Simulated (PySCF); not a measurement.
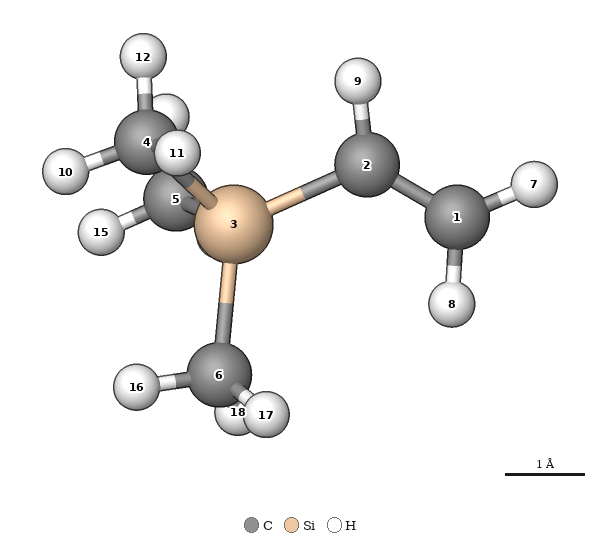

The structure (ball-and-stick view, seen at a tilt; atoms are numbered from 1 in the order of the input). Bond lengths as drawn: C–C 1.32 Å, C–H 1.01 to 1.12 Å and C–Si 1.88 to 1.96 Å.

**NMR shielding calculation, with input and output: C$_{5}$H$_{12}$Si**

The run: NMR shielding calculation of C$_{5}$H$_{12}$Si (vinyltrimethylsilane), SMILES C=C[Si](C)(C)C. Method and program: GIAO KT3/pcSseg-1 NMR shielding, non-relativistic, gas phase (PySCF 2.14.0).

The geometry comes from this level: GFN2-xTB, MD frame at 3880.5 fs, 300 K. Figures and captions count atoms from 1; the log counts them from 0 in places.

Input
```
{"job": {"kind": "nmr", "xc": "KT3", "basis": "pcSseg-1", "pop": false}, "charge": 0, "multiplicity": 1}
C     -0.508757    -1.108695    -0.455850
C     -1.096988    -0.253046     0.366589
Si    -1.568329    -0.628585     2.142892
C     -1.292017     1.094648     3.001183
C     -3.474549    -1.041432     2.380059
C     -0.838416    -2.185585     2.990097
H     -0.340167    -0.971953    -1.497717
H     -0.166789    -2.066817    -0.018697
H     -1.386203     0.765632     0.133937
H     -1.486090     1.011100     4.075702
H     -0.216933     1.385403     2.879739
H     -1.884518     1.942513     2.627534
H     -3.770719    -1.931902     1.899824
H     -4.042957    -0.195390     2.105576
H     -3.703471    -1.231210     3.382872
H     -0.841456    -1.923353     4.065620
H      0.220092    -2.380144     2.760206
H     -1.309216    -3.053239     2.791336
```

The first line tells a small driver script what to run in PySCF; the rest is the geometry in Å.

Launched with:
```bash
OMP_NUM_THREADS=1 python <driver script> task.json out
```

Output
```
coarse grid: 14496 points
cycle   1  E = -492.5673517908  dE =  1.540e-01  |g| = 7.492e-01  |ddm| = 3.696e+00
cycle   2  E = -492.4079114481  dE =  1.594e-01  |g| = 1.046e+00  |ddm| = 1.753e+00
cycle   3  E = -492.7228326823  dE = -3.149e-01  |g| = 9.872e-02  |ddm| = 1.121e+00
cycle   4  E = -492.7245047113  dE = -1.672e-03  |g| = 6.494e-02  |ddm| = 1.377e-01
cycle   5  E = -492.7256419407  dE = -1.137e-03  |g| = 1.450e-02  |ddm| = 5.794e-02
cycle   6  E = -492.7256966160  dE = -5.468e-05  |g| = 4.446e-03  |ddm| = 1.911e-02
cycle   7  E = -492.7257016739  dE = -5.058e-06  |g| = 5.155e-04  |ddm| = 4.780e-03
final grid: 132432 points
cycle   8  E = -492.7419039866  dE = -1.656e-04  |g| = 1.180e-02  |ddm| = 3.945e-02
cycle   9  E = -492.7418978126  dE =  6.174e-06  |g| = 1.018e-02  |ddm| = 1.719e-02
cycle  10  E = -492.7419182016  dE = -2.039e-05  |g| = 2.343e-03  |ddm| = 1.187e-02
cycle  11  E = -492.7419196635  dE = -1.462e-06  |g| = 5.794e-04  |ddm| = 2.420e-03
cycle  12  E = -492.7419197484  dE = -8.493e-08  |g| = 1.670e-04  |ddm| = 5.601e-04
cycle  13  E = -492.7419197552  dE = -6.801e-09  |g| = 6.543e-05  |ddm| = 2.135e-04
cycle  14  E = -492.7419197565  dE = -1.284e-09  |g| = 9.802e-06  |ddm| = 7.650e-05
cycle  15  E = -492.7419197565  dE = -2.876e-11  |g| = 2.806e-06  |ddm| = 1.438e-05
```

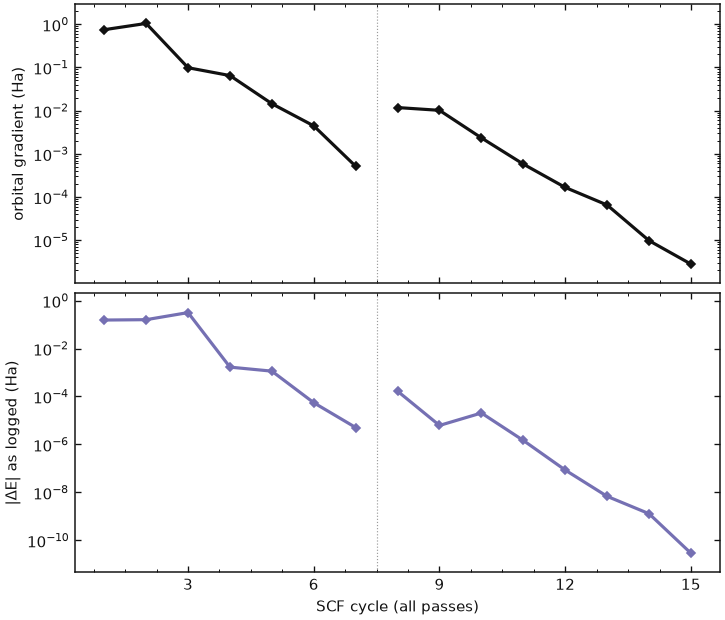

Convergence of the self-consistent field: orbital gradient and size of the energy change against the SCF cycle. The dotted line marks the change from a coarse to the final integration grid. The first 7 cycles use a coarse grid, the final grid takes over at cycle 8, and the field converges after 15 cycles in all.

```
converged SCF energy = -492.7419197565

GIAO shielding tensors (ppm)
atom      isotropic    diamagn.    paramagn.     s11        s22        s33       span
  0 C       58.796     256.249    -197.454    -47.609     62.513    161.482    209.091
  1 C       47.436     261.084    -213.648    -52.198     32.274    162.232    214.430
  2 Si     366.748     883.330    -516.581    313.056    373.619    413.570    100.514
  3 C      180.740     253.102     -72.362    174.871    178.471    188.878     14.007
  4 C      185.146     248.579     -63.433    173.729    181.370    200.339     26.610
  5 C      190.386     254.727     -64.341    182.229    190.370    198.557     16.328
  6 H       25.748      33.808      -8.060     22.858     25.295     29.091      6.234
  7 H       25.607      33.410      -7.803     22.864     23.626     30.330      7.466
  8 H       25.262      36.658     -11.396     21.834     25.244     28.707      6.873
  9 H       31.487      27.933       3.554     27.229     29.280     37.950     10.721
 10 H       30.791      33.409      -2.617     27.001     28.387     36.985      9.984
 11 H       30.904      31.566      -0.662     27.404     28.208     37.100      9.696
 12 H       32.671      31.230       1.441     28.773     30.060     39.180     10.407
 13 H       32.570      30.836       1.734     27.871     30.204     39.635     11.764
 14 H       32.890      28.270       4.620     29.439     30.757     38.476      9.037
 15 H       31.248      28.044       3.204     26.942     29.483     37.318     10.376
 16 H       31.495      34.130      -2.635     27.191     28.302     38.991     11.800
 17 H       33.438      33.328       0.110     28.979     31.340     39.994     11.016
```

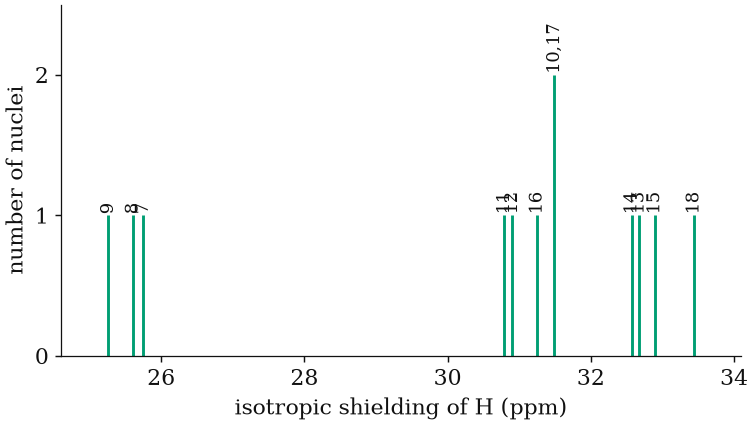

Isotropic shieldings of the hydrogen nuclei in this fixed geometry, labelled by atom number; shielding grows to the right, so chemical shift grows to the left. The least shielded is H9 (25.3 ppm), the most shielded H18 (33.4 ppm).

Results in brief

- outcome: converged
- total energy: −492.741920 hartree
- HOMO: −6.33 eV
- LUMO: −1.23 eV
- dipole moment: 0.38 D
- isotropic shielding, C: 47.4 to 190.4 ppm
- isotropic shielding, Si: 366.7 ppm
- isotropic shielding, H: 25.3 to 33.4 ppm
- hardware: 1 CPU thread, shared host
- wall time: 50 s
- peak memory: 0.61 GiB
